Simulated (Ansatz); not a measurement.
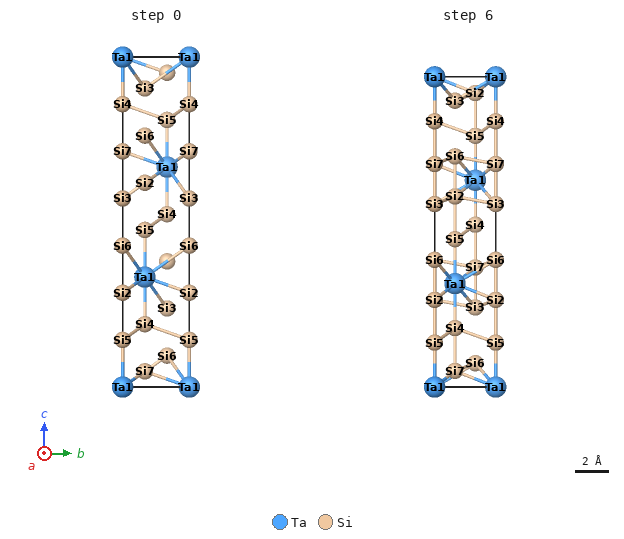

The structure of a crystal of TaSi₆ (a generated structure, set up in R-3m) (coarse preliminary run) before (left) and after (right) a relaxation, at one scale.

The picture is a ball-and-stick view of the conventional cell (3 times the calculation's cell), seen along the a axis. Lengths and directions refer to the drawn axes.

The calculation used DFT PBE, scalar-relativistic, plane waves, PAW in Ansatz.

Input
```yaml
crystal:
  lattice:
    - [2.38526501, 1.3771334, 6.81646255]
    - [-2.38526501, 1.3771334, 6.81646255]
    - [0.0, -2.7542668, 6.81646255]
  atoms:
    - { symbol: Ta, position: [0.0, 0.0, 0.0] }
    - { symbol: Si, position: [0.28571429, 0.28571429, 0.28571429] }
    - { symbol: Si, position: [0.57142857, 0.57142857, 0.57142857] }
    - { symbol: Si, position: [0.85714286, 0.85714286, 0.85714286] }
    - { symbol: Si, position: [0.14285714, 0.14285714, 0.14285714] }
    - { symbol: Si, position: [0.42857143, 0.42857143, 0.42857143] }
    - { symbol: Si, position: [0.71428571, 0.71428571, 0.71428571] }
basis:
  ecutwfc: 420
kpoints:
  mp_grid: { grid: [6, 6, 6] }
hamiltonian:
  xc: pbe
scf:
  occupations: { method: gaussian, width: 0.1 }
  lower_state_search: "off"
output:
  forces: true
  stress: true
  eigenvalues: true
relax:
  adjacent_minimum: "off"
  f_tol: 0.04
  max_steps: 70
  cell: { stress_tol: 0.4 }
```

Launched with:
```bash
ansatz run input.yaml --threads 1 --pin off --max-ram 2560MiB --backend cpu --events-out ev --progress --plain --runs-dir out
```

**What changed between the two?**

The largest moves relative to the cell, 0.35 Å, are those of Si3 and Si6. Si6 goes along −c. Ta stays in place. The drawn cell changes as follows: a = b 4.771 → 4.370 Å (−8.4 %), c 20.449 → 19.223 Å (−6.0 %); the volume changes by −21.1 %. Among the contacts that change: Si3–Si6 2.921 → 3.454 Å, Ta1–Si3 3.373 → 2.924 Å, Si2–Si6 2.921 → 2.481 Å, Si2–Si3 2.921 → 2.567 Å. Among the angles between lasting bonds that change: Ta1–Si6–Ta1 90.0° → 96.7°, Ta1–Si7–Ta1 109.5° → 107.2°. The space group stays R-3m (No. 166). After 5 accepted moves (6 points after the start) the energy has fallen by 311 meV per atom. Largest force component: 0.67 eV/Å at the start, 0.032 eV/Å at the end. The pressure goes from −16.18 to 0.10 GPa. At 1 point the geometry stayed and the basis and grid were re-selected for the new cell (energy shift of 0.2 meV per atom at most each time). The run took 94 s on 1 thread of Arm Neoverse N1, with other jobs on the host, peak memory 0.42 GiB.
